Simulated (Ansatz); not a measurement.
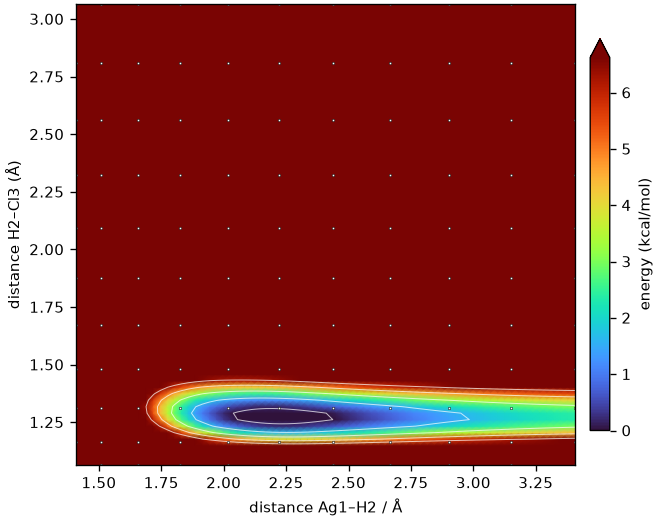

The system Ag⁺ + HCl. Coordinates scanned: (1) distance Ag1–H2; (2) distance H2–Cl3. Nothing is relaxed (the angle Ag1–H2–Cl3 is fixed at 120 degrees). The scan uses an 11 × 11 grid. All energies are given in kcal/mol relative to the lowest grid point. The reference is spin-restricted, so regions where a bond is pulled apart into radicals lie too high. All numbers below come from Ansatz, RKS PBE0-D4/def2-TZVPD.

The picture shows a smooth colour map with a few white contour lines, dots at the grid points, one colour for all values above the top of the scale. Between grid points the surface is interpolated.

**Estimate the position of the minimum and the force constants in these coordinates.**

The interpolated minimum is at distance Ag1–H2 ≈ 2.213 Å, distance H2–Cl3 ≈ 1.273 Å. The curvatures there are about 1.1 eV/Å² and 34 eV/Å², with a cross term of about 0.71 eV/Å². Round the minimum the two coordinates are weakly coupled (coupling 0.12 in units of the two stiffnesses). (1 eV is 23.1 kcal/mol.)
